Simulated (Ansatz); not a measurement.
**A computed series for BN: response to strain**

Base system: BN in the zinc blende structure (space group F-43m, No. 216).

```xyz
2
Lattice="0.0000 1.7903 1.7903 1.7903 0.0000 1.7903 1.7903 1.7903 0.0000" Properties=species:S:1:pos:R:3 pbc="T T T"
B      0.0000     0.0000     0.0000
N      0.8951     0.8951     0.8951
```

Strains are applied to the cell and any free atomic positions relax.

Calculations: plane-wave PAW DFT at the LDA level (Ansatz, an electronic-structure program, 420 eV), no spin-orbit coupling.

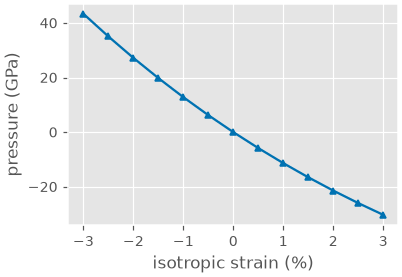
*Pressure against isotropic strain*

```json
[
 {"isotropic strain (%)": "-3", "pressure": "43.35 GPa"},
 {"isotropic strain (%)": "-2.5", "pressure": "35.05 GPa"},
 {"isotropic strain (%)": "-2", "pressure": "27.20 GPa"},
 {"isotropic strain (%)": "-1.5", "pressure": "19.80 GPa"},
 {"isotropic strain (%)": "-1", "pressure": "12.80 GPa"},
 {"isotropic strain (%)": "-0.5", "pressure": "6.21 GPa"},
 {"isotropic strain (%)": "0.5", "pressure": "-5.86 GPa"},
 {"isotropic strain (%)": "1", "pressure": "-11.37 GPa"},
 {"isotropic strain (%)": "1.5", "pressure": "-16.56 GPa"},
 {"isotropic strain (%)": "2", "pressure": "-21.43 GPa"},
 {"isotropic strain (%)": "2.5", "pressure": "-26.01 GPa"},
 {"isotropic strain (%)": "3", "pressure": "-30.30 GPa"}
]
```

No phonon test of stability was made.
